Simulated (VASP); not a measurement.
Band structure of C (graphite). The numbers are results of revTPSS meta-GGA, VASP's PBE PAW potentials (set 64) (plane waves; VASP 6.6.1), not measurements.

Without a dispersion term in the relaxation, distances and binding between the weakly bound layers, chains or molecules are unreliable, and so is what depends on them.

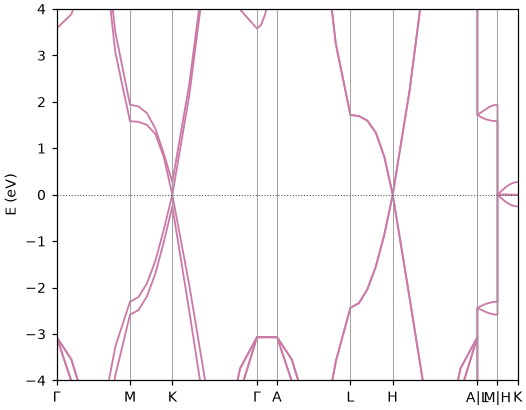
Fig. 1. Bands along high-symmetry lines, zero at the valence-band maximum or, without a gap, the Fermi level

Q: Read the plot: is there a gap, and where are the band edges?

A: It has no gap at this level: it comes out as a metal or semimetal.

The compound is C in the graphite structure. It was relaxed first, which changed the volume by +16 %.
